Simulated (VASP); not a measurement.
Band structure of In (bct). These are TPSS meta-GGA, VASP's PBE PAW potentials (set 64) (plane waves; VASP) values and carry that method's errors.

Unless said otherwise, spin-orbit coupling is left out, though it shifts the bands of the heavy elements here.

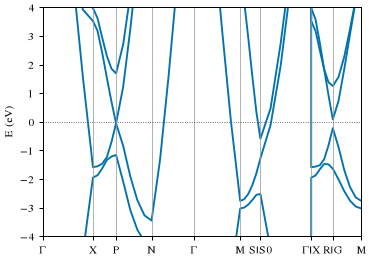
Figure. Bands along high-symmetry lines, zero at the valence-band maximum or, without a gap, the Fermi level

Q: Read the plot: is there a gap, and where are the band edges?

A: It has no gap at this level: it comes out as a metal or semimetal.

The compound is In in the bct structure. It was relaxed first.
